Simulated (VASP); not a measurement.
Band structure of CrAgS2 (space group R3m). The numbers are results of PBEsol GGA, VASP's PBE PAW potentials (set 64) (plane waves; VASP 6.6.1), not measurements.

The run has a spin-polarised start.

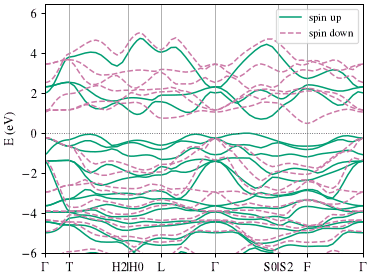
Figure: Bands along high-symmetry lines, zero at the valence-band maximum or, without a gap, the Fermi level

Problem. Read the plot: is there a gap, and where are the band edges?

Solution. The gap is indirect, 0.49 eV, from the valence maximum at Γ-S0 at 0.55 to the conduction minimum at F. (Edges off the drawn lines would not show.)

The structure comes from a computed database's CrAgS2 entry (R3m); how it stands against other phases isn't given here. It was relaxed first, which changed the volume by -5 %.
